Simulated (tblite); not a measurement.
Energy landscape of O2S, singlet: map of symmetric stretch and bend. Scanned: S-O bond length and O-S-O angle.

Cartesian coordinates as functions of the variables (Å; names that start with a are angles):
```
S  0  0  0
O  r*sin(a/2)  0  r*cos(a/2)
O  -r*sin(a/2)  0  r*cos(a/2)
```

Method: GFN2-xTB, 300 K electronic temperature (tblite 0.5.0).

Energy in kcal/mol above the lowest grid point; x is the S-O bond length (Å), y the O-S-O angle (°).

| y \ x | 1.22 | 1.32 | 1.39 | 1.46 | 1.53 | 1.60 | 1.68 | 1.75 | 1.82 | 1.89 | 1.94 |
|---|---|---|---|---|---|---|---|---|---|---|---|
| 180 | 198.9 | 99.9 | 70.8 | 61.7 | 65.6 | 77.8 | 97.9 | 118.5 | 140.4 | 162.7 | 178.4 |
| 173.95 | 195.1 | 96.9 | 68.2 | 59.5 | 63.7 | 76.1 | 96.4 | 117.2 | 139.3 | 161.7 | 177.5 |
| 165.32 | 179.5 | 84.5 | 57.6 | 50.3 | 55.6 | 69.0 | 90.3 | 111.8 | 134.5 | 157.5 | 173.7 |
| 156.68 | 159.3 | 68.1 | 43.3 | 37.8 | 44.6 | 59.3 | 81.8 | 104.2 | 127.8 | 151.6 | 168.4 |
| 148.04 | 140.3 | 52.1 | 29.2 | 25.3 | 33.5 | 49.3 | 73.0 | 96.4 | 120.8 | 145.3 | 162.6 |
| 139.41 | 124.8 | 38.7 | 17.1 | 14.4 | 23.6 | 40.4 | 65.1 | 89.2 | 114.4 | 139.5 | 157.2 |
| 130.77 | 114.2 | 29.0 | 8.1 | 6.0 | 15.9 | 33.4 | 58.7 | 83.4 | 109.0 | 134.7 | 152.6 |
| 122.14 | 109.6 | 23.8 | 2.9 | 1.0 | 11.1 | 28.8 | 54.4 | 79.4 | 105.3 | 131.2 | 149.3 |
| 113.50 | 112.2 | 24.3 | 2.5 | 0.0 | 9.8 | 27.2 | 52.7 | 77.6 | 103.5 | 129.4 | 147.6 |
| 104.86 | 124.5 | 32.0 | 8.2 | 4.2 | 12.9 | 29.5 | 54.3 | 78.7 | 104.2 | 129.8 | 147.8 |
| 96.23 | 150.0 | 49.7 | 22.1 | 15.3 | 21.8 | 36.7 | 59.9 | 83.2 | 107.8 | 132.7 | 150.3 |
| 85 | 215.2 | 96.3 | 59.4 | 45.4 | 46.3 | 56.7 | 75.9 | 96.4 | 118.6 | 141.6 | 158.1 |

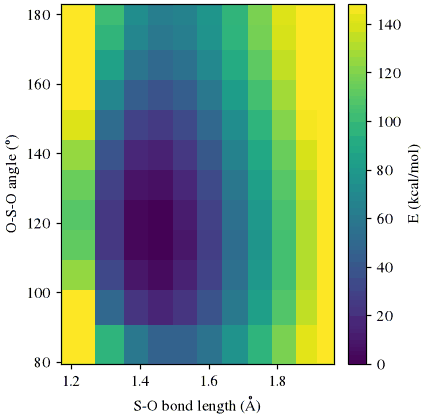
Figure. Energy surface, cut off at 148 kcal/mol.

Points that lie below all their neighbours on the grid: x = 1.46, y = 113.50 (0.0 kcal/mol).
